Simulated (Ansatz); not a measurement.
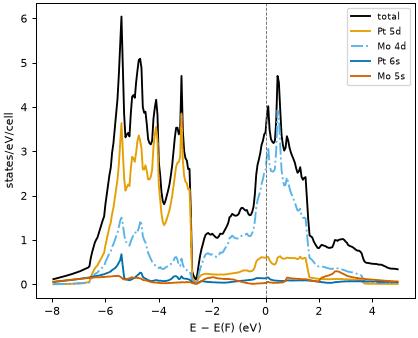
Figure: Total and projected density of states of MoPt (rock salt, Fm-3m), the program Ansatz at the PBEsol level (PAW)

Which orbitals carry the states next to the Fermi level?

Within 0.5 eV of the Fermi level: Mo 4d 76 %, Pt 5d 16 %. Projections are on Löwdin-orthogonalised atomic valence shells; empty p or d shells of many metals are not among them.

Where is the tallest occupied peak in this window, and what makes it?

Near -5.4 eV, about 6.0 states/eV per cell; the largest projected share is Pt 5d.

The start of the workflow was typed in or built on a structure type; neither database checked (COD, Materials Project) lists it. Whether it is the stable phase at ambient conditions was not checked. The cell was relaxed with PBEsol under the symmetry of its start; its stability against distortions is not shown here. The run is not spin-polarised. Its formation energy is positive at this level, so the cell may be metastable or incomplete. Scalar-relativistic: spin–orbit coupling is off unless named, which matters more the heavier the elements.

Potentials: the later of the program's two PAW sets.
